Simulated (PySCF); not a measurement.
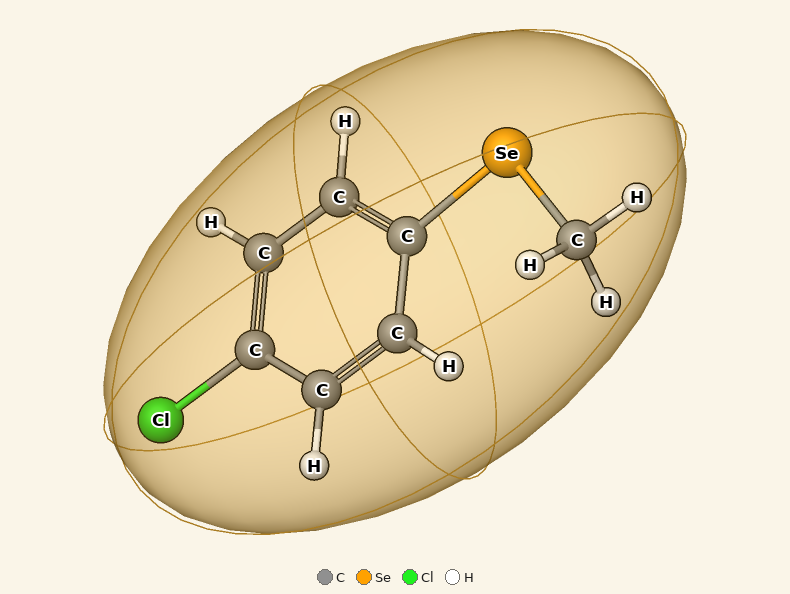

The ellipsoid shows the static dipole polarisability: its half-axes are proportional to the principal values. Computed geometry: PBE0-D3(BJ)/def2-SVP optimisation. No frequency run is at hand to confirm it as a minimum. Method: ωB97X-D/def2-SVPD (PySCF 2.14.0).

Question. How large and how anisotropic is the polarisability?

Answer. Principal values 77.8, 119.0, 185.0 bohr³; mean 127.3 bohr³ (18.86 Å³); anisotropy 93.6 bohr³, so the longest axis is 2.38 times the shortest.
